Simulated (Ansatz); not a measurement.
# BaZrO3: response to strain

Base system: BaZrO3 in the cubic perovskite structure (space group Pm-3m, No. 221).

```xyz
5
Lattice="4.1806 0.0000 0.0000 0.0000 4.1806 0.0000 0.0000 0.0000 4.1806" Properties=species:S:1:pos:R:3 pbc="T T T"
Ba     0.0000     0.0000     0.0000
Zr     2.0903     2.0903     2.0903
O      2.0903     0.0000     2.0903
O      0.0000     2.0903     2.0903
O      2.0903     2.0903     0.0000
```

Cartesian axes are those of the cell as printed.

Strains are applied to the cell and any free atomic positions relax; under biaxial strain the out-of-plane vector relaxes too.

The values are results of DFT with PBEsol, PAW potentials and a 420 eV plane-wave cutoff in Ansatz (an electronic-structure program), no spin-orbit coupling, not measurements.

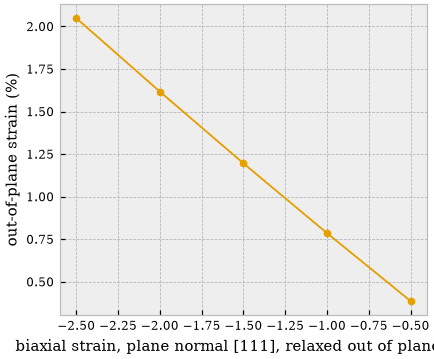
Figure: Out-of-plane strain against biaxial strain, plane normal [111], relaxed out of plane

Problem. From the plot, what is the out-of-plane strain for biaxial strain −0.50 %, plane normal [111], relaxed out of plane?

Solution. About 0.4 %.

Problem. Is the trend monotonic over the range shown?

Solution. Yes, it falls throughout, spanning +0.39 % to +2.05 %.

Stability against distortions was not tested.
